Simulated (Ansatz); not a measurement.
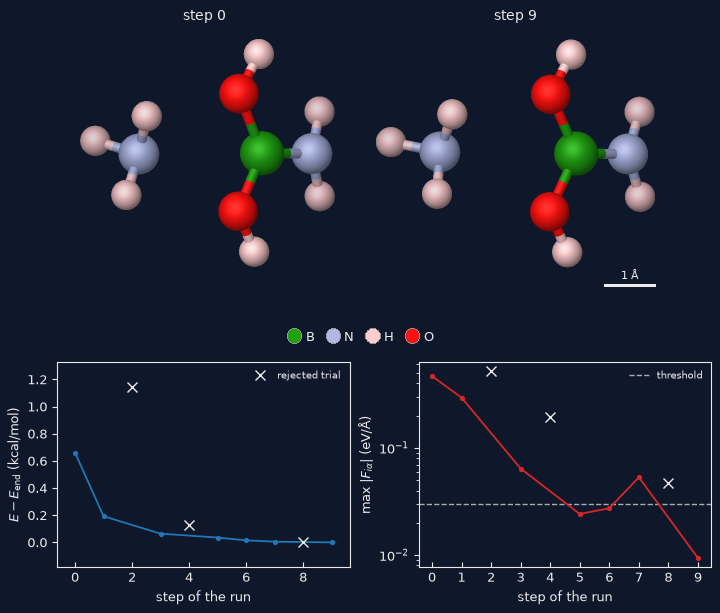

First and last geometry of a relaxation of BN$_{2}$H$_{7}$O$_{2}$, with the history of the run. The picture is a ball-and-stick view, seen face on.

The run prepares an end point of a later path (reaction) calculation, from a guessed geometry.

Computed with RKS PBE-D4/def2-SVP in Ansatz 0.2.0. Set-up: no spin polarisation; force threshold 0.03 eV/Å; at most 50 steps.

### Read the history and describe the run.

It converged. The atom that moves furthest after the best rigid fit is an H atom (0.34 Å). Largest moves by element: H 0.34 Å, N 0.21 Å, B 0.06 Å, O 0.05 Å. Near-neighbour distances that change, for instance: H–N 1.044 → 1.032 Å, B–O 1.400 → 1.388 Å. Over 6 accepted moves (9 points after the start) the energy falls by 0.66 kcal/mol. Largest force component: 0.47 eV/Å at the start, 0.0094 eV/Å at the end. The line search rejected the trial steps at points 2, 4, 8 of the run. The forces were under the threshold at step 5, but the run went on from there. The run took 18 s on 2 threads of Arm Neoverse V2 (shared host), peak memory 0.13 GiB.

Limits of the set-up: the start holds two separate molecules, 2.2 Å apart at their closest, whose relative position is a soft coordinate.
